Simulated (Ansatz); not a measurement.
**Al2BFH4O: geometry optimisation**

What geometry does Al2BFH4O take? Wanted for Al2BFH4O: a geometry optimisation. SMILES: F[B]([AlH2])[O][AlH2].

Computed with Ansatz 0.2.0 through its Python package. Level of theory: Hartree-Fock/def2-SVP.

### Step 1. Starting point

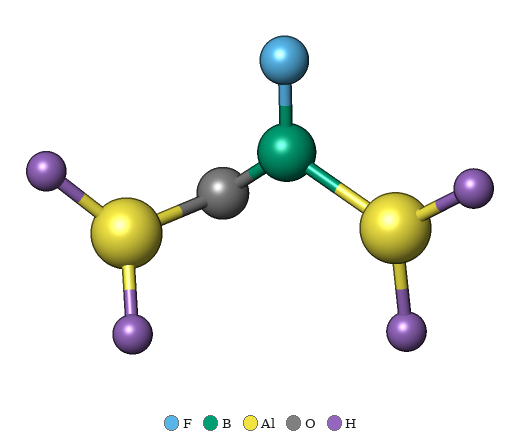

The starting structure, viewed from a chosen angle; fluorine blue, boron teal, aluminium yellow, oxygen grey, hydrogen purple.

The script reads al2bfh4o.xyz:

```xyz
9

F    -1.59450   -0.94780    1.25830
B    -0.60880   -0.02930    0.75170
Al    1.28060   -0.19390    1.50700
O    -0.87210    1.08170   -0.15590
Al   -0.80530    0.37610   -1.87110
H     2.45140    0.83430    1.04370
H     1.67910   -1.34250    2.58040
H    -2.03520   -0.28640   -2.54860
H     0.59340    0.46160   -2.58260
```

### Step 2. The code

The input, opt.py:

```python
import argparse
import itertools

import ansatz
from ase.data import atomic_numbers, covalent_radii
import numpy as np
import pandas as pd

parser = argparse.ArgumentParser(description="Relax the Al2BFH4O molecule.")
parser.add_argument("--basis", required=True, help="basis")
parser.add_argument("--functional", default="hf", help="exchange-correlation functional")
args = parser.parse_args()

system = ansatz.Crystal.molecule_from_extxyz("al2bfh4o.xyz")

base = (
    system.calculation()
    .basis(gaussian=args.basis)
    .functional(args.functional)
    .scf(lower_state_search="light")
)
symbols = [site.symbol for site in system.cartesian_sites]
start = np.array([site.position_ang for site in system.cartesian_sites], dtype=float)
report = base.relax(force_tolerance=0.02, max_steps=100).run(threads=1, pin="off").report
end = np.array(report["positions_ang"])

for key in ("converged", "free_energy_ev", "reference_energy_ev", "n_frozen", "n_occupied", "n_virtual"):
    print(f"{key:22s} {report[key]}")

radius = [covalent_radii[atomic_numbers[s]] for s in symbols]
span = lambda where, i, j: np.linalg.norm(where[i] - where[j])
bonded = [(i, j) for i, j in itertools.combinations(range(len(symbols)), 2) if min(span(start, i, j), span(end, i, j)) < 1.2 * (radius[i] + radius[j])]
print("pair        before    after (A)")
for i, j in bonded:
    print(f"{symbols[i]}{i}-{symbols[j]}{j}".ljust(10), f"{span(start, i, j):8.4f} {span(end, i, j):8.4f}")

charges = report["charge_distribution"]
table = pd.DataFrame({"atom": symbols, "mulliken": charges["mulliken_charges_e"], "lowdin": charges["lowdin_charges_e"]})
print(table.round(3).to_string())
print("dipole (e A):", np.round(charges["dipole_moment_e_ang"], 4) + 0.0)
with open("al2bfh4o_opt.xyz", "w") as handle:
    handle.write(f"{len(symbols)}\nrelaxed Al2BFH4O\n")
    handle.writelines(f"{s:2s} {x:11.6f} {y:11.6f} {z:11.6f}\n" for s, (x, y, z) in zip(symbols, end))
```

### Step 3. The input behind the calls

The engine receives this input:

```yaml
crystal:
  periodic: [false, false, false]
  atoms:
    - { symbol: F, position_ang: [-1.5945, -0.9478, 1.2583] }
    - { symbol: B, position_ang: [-0.6088, -0.0293, 0.7517] }
    - { symbol: Al, position_ang: [1.2806, -0.1939, 1.507] }
    - { symbol: O, position_ang: [-0.8721, 1.0817, -0.1559] }
    - { symbol: Al, position_ang: [-0.8053, 0.3761, -1.8711] }
    - { symbol: H, position_ang: [2.4514, 0.8343, 1.0437] }
    - { symbol: H, position_ang: [1.6791, -1.3425, 2.5804] }
    - { symbol: H, position_ang: [-2.0352, -0.2864, -2.5486] }
    - { symbol: H, position_ang: [0.5934, 0.4616, -2.5826] }
basis:
  gaussian:
    orbitals: def2-SVP
hamiltonian:
  xc: hf
scf:
  lower_state_search: light
relax:
  f_tol: 0.02
  max_steps: 100
```

### Step 4. The run

Run with:

```sh
> python opt.py --basis def2-SVP
```

Output:

```text
converged              True
free_energy_ev         -18639.01136454372
reference_energy_ev    -18639.01136454372
n_frozen               0
n_occupied             [26, 26]
n_virtual              [72, 72]
pair        before    after (A)
F0-B1        1.4394   1.3408
B1-Al2       2.0414   2.1696
B1-O3        1.4586   1.3342
Al2-H5       1.6256   1.5886
Al2-H6       1.6218   1.5880
O3-Al4       1.8559   1.7008
Al4-H7       1.5526   1.5695
Al4-H8       1.5716   1.5696
  atom  mulliken  lowdin
0    F    -0.277   0.142
1    B     0.203  -0.542
2   Al     0.675   0.432
3    O    -0.587   0.124
4   Al     1.009   0.451
5    H    -0.252  -0.151
6    H    -0.252  -0.151
7    H    -0.259  -0.153
8    H    -0.260  -0.153
dipole (e A): [ 0.0045  0.0908 -0.3266]
```

Run time: 76 s. Hardware: 1 thread of Arm Neoverse V2, shared host; peak memory 0.3 GiB.

al2bfh4o_opt.xyz, as written:

```xyz
9
relaxed Al2BFH4O
F    -1.463736   -0.897671    1.184566
B    -0.360033   -0.331924    0.675107
Al    1.364377   -0.014367    1.952885
O    -0.404660    0.002081   -0.615835
Al   -0.911562    0.243458   -2.221309
H     1.572723    1.351067    2.737708
H     2.492470   -1.120754    2.111546
H    -1.608863    1.604393   -2.574581
H    -0.592116   -0.882483   -3.267186
```

Lines on the test bed's own set-up are left out of the output.

A comment line of the script is reworded here; the code is as run.

### Step 5. What the engine kept of the run

The report of the run holds:

```
             item         value
SCF cycles in all           411
         orbitals            98
total energy (eV)  -18639.01136
```

### Step 6. The relaxation, step by step

Relaxation path:

```
step  E - E(step 1) (eV)  largest force component (eV/Å)
   1              0.0000                          5.4300
   2             -0.7896                          2.6825
   3             -1.0023                          3.2461
   4             -1.1573                          2.5358
   5             -1.3837                          0.9530
   6             -1.4687                          0.7090
   7             -1.5289                          0.2490
   8             -1.5598                          0.1409
   9             -1.5680                          0.3101
  10             -1.5612                          0.3560
  11             -1.5801                          0.1469
  12             -1.5878                          0.0739
  13             -1.5944                          0.1454
  14             -1.5926                          0.3500
  15             -1.6021                          0.0970
  16             -1.6075                          0.0874
  17             -1.6132                          0.1386
  18             -1.6134                          0.2606
  19             -1.6197                          0.1942
  20             -1.6230                          0.7677
  21             -1.6219                          0.6799
  22             -1.6333                          0.1035
  23             -1.6353                          0.1012
  24             -1.6361                          0.0957
  25             -1.6371                          0.0583
  26             -1.6374                          0.1056
  27             -1.6382                          0.0776
  28             -1.6390                          0.2507
  29             -1.6397                          0.1473
  30             -1.6403                          0.0698
  31             -1.6405                          0.0327
  32             -1.6408                          0.0455
  33             -1.6410                          0.0382
  34             -1.6411                          0.0560
  35             -1.6412                          0.0593
  36             -1.6412                          0.0480
  37             -1.6414                          0.0252
  38             -1.6414                          0.0231
  39             -1.6415                          0.0236
  40             -1.6415                          0.0173
  41             -1.6416                          0.0246
  42             -1.6416                          0.0234
  43             -1.6416                          0.0106
```

Step 1 is the start. Steps 10, 14, 21 were tried and not accepted.

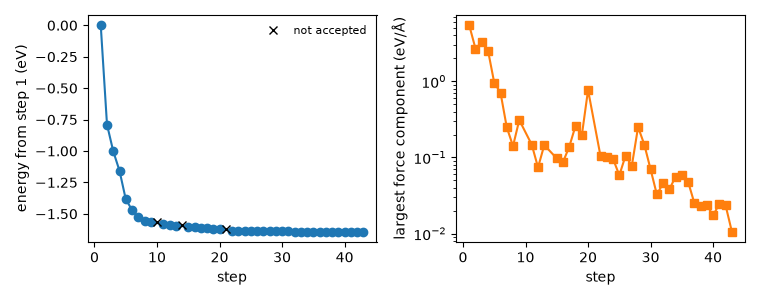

Energy and largest force along the relaxation.

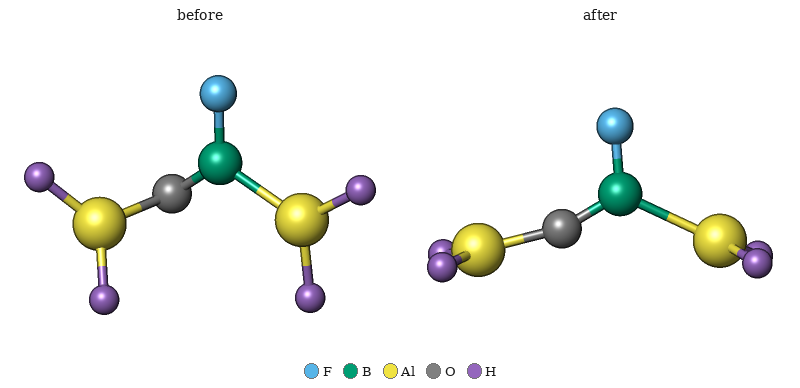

The structure before (left) and after (right) the relaxation, drawn at the same scale.

Before: Bond lengths: F1–B2 1.439 Å, B2–Al3 2.041 Å, B2–O4 1.459 Å, O4–Al5 1.856 Å, Al3–H6 1.626 Å, Al3–H7 1.622 Å, Al5–H8 1.553 Å, Al5–H9 1.572 Å. Angles: F1–B2–Al3 116.9°, F1–B2–O4 125.6°, Al3–B2–O4 117.3°, B2–Al3–H6 120.7°, B2–Al3–H7 122.0°, H6–Al3–H7 117.4°, B2–O4–Al5 106.2°, O4–Al5–H8 122.5°, O4–Al5–H9 115.5°, H8–Al5–H9 122.1°.

After: Bond lengths: F1–B2 1.341 Å, B2–Al3 2.170 Å, B2–O4 1.334 Å, O4–Al5 1.701 Å, Al3–H6 1.589 Å, Al3–H7 1.588 Å, Al5–H8 1.569 Å, Al5–H9 1.570 Å. Angles: F1–B2–Al3 119.5°, F1–B2–O4 116.5°, Al3–B2–O4 124.0°, B2–Al3–H6 121.4°, B2–Al3–H7 121.4°, H6–Al3–H7 117.1°, B2–O4–Al5 163.5°, O4–Al5–H8 117.9°, O4–Al5–H9 117.8°, H8–Al5–H9 124.2°.

### Step 7. Summary of results

| quantity | value |
| --- | --- |
| total energy | -18639.0114 eV |
| dipole moment | 1.63 D |
| moves of the relaxation | 39 |
| energy gained | 1.642 eV |
| last largest force component | 0.0106 eV/Å |

What this shows: The relaxation took 39 moves; the largest shift is 1.977 Å, of atom 6 (H). So large a move can change the bonding: the results belong to the relaxed structure. What to keep in mind:
- The end point is the stationary point reached from this start; no frequency run checks that it is a minimum, and the basis set is modest.
- The Löwdin charges here are taken after orthogonalising the functions within each atom; they differ from plain Löwdin charges, and their signs can be unphysical.
